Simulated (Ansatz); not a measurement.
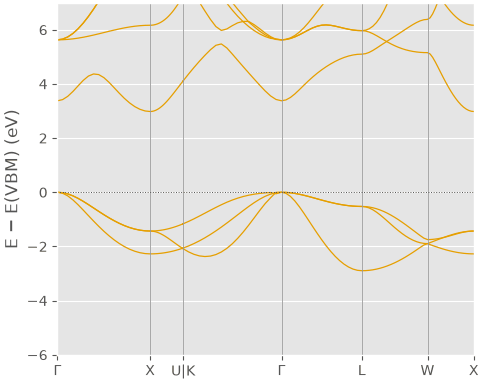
*Band structure from the program Ansatz at the PBE level (PAW)*

Read off the gap and where the band edges lie.

About 3.0 eV (2.98 eV by a search for the band edges); maximum at Γ, minimum at X.

The material is Li2Se (anti-fluorite, Fm-3m).

Symmetry was held in the PBE relaxation. Scalar-relativistic: spin–orbit coupling is off unless named, which matters more the heavier the elements.

Potentials: the later of the program's two PAW sets.
